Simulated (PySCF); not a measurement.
Consider H₄HfS₄ (Hf(SH)4).

```yaml
atoms:
  - { symbol: Hf, position_ang: [0.0000, 0.0000, 0.0000] }
  - { symbol: S, position_ang: [1.3432, 1.4849, 1.3881] }
  - { symbol: H, position_ang: [1.7652, 0.4258, 2.1268] }
  - { symbol: S, position_ang: [-1.3432, -1.4849, 1.3881] }
  - { symbol: H, position_ang: [-1.7652, -0.4258, 2.1268] }
  - { symbol: S, position_ang: [1.4850, -1.3432, -1.3881] }
  - { symbol: H, position_ang: [0.4258, -1.7653, -2.1268] }
  - { symbol: S, position_ang: [-1.4850, 1.3432, -1.3881] }
  - { symbol: H, position_ang: [-0.4258, 1.7653, -2.1268] }
```

Core potentials replace the inner electrons of Hf.

All numbers below come from RKS r2SCAN, Hf def2-SVP with ECP60, S def2-SVP, H def2-SVP; non-relativistic Hamiltonian with scalar-relativistic core potentials where named; density fitting (PySCF).

> What can the converged electron density and electron localisation function tell about the bonding?

Hf–S (2.44 Å): ρ is about 0.56 e/Å³ halfway; the ELF peaks at about 0.90 in the valence shell of S, 0.9 Å from its nucleus, and is about 0.50 at the midpoint.

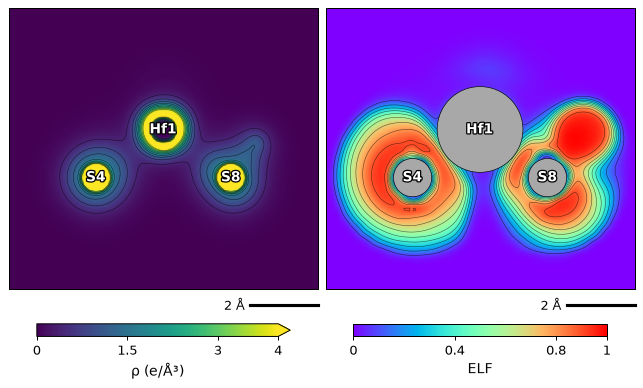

Computed electron density and electron localisation function on the plane of atoms S4, Hf1 and S8, in this order. Grey discs cover the atomic cores in the ELF map. 
